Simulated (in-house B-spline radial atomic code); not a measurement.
The Zn²⁺ ion in the configuration [Ar] 3d10. Theory: non-relativistic LDA (Slater, VWN5), spin-polarised, spherical fractional occupations, point nucleus, basis-set limit (computed with an in-house B-spline radial code).

Wanted: the electron density ρ(r) on a logarithmic scale.

The density falls from 18000 electrons/bohr³ at the inner end (r = 0.00067 bohr) to 0.001 at r = 2.87 bohr, a common measure of the size of an atom or ion. At the nucleus d ln ρ/dr is −60 per bohr, near the cusp value −2Z = −60. The steps in the slope mark the shells; the radial density has its minima at 0.076 and 0.36 bohr.

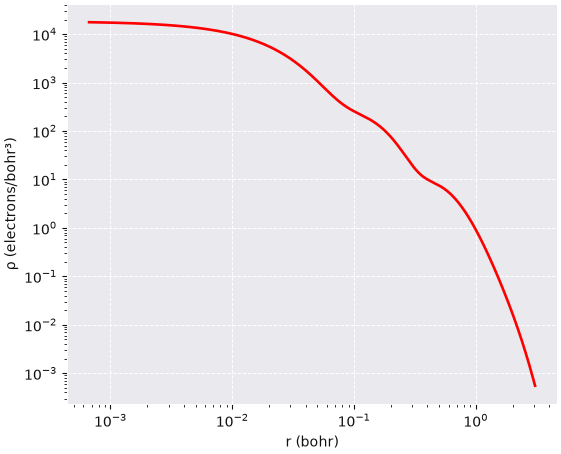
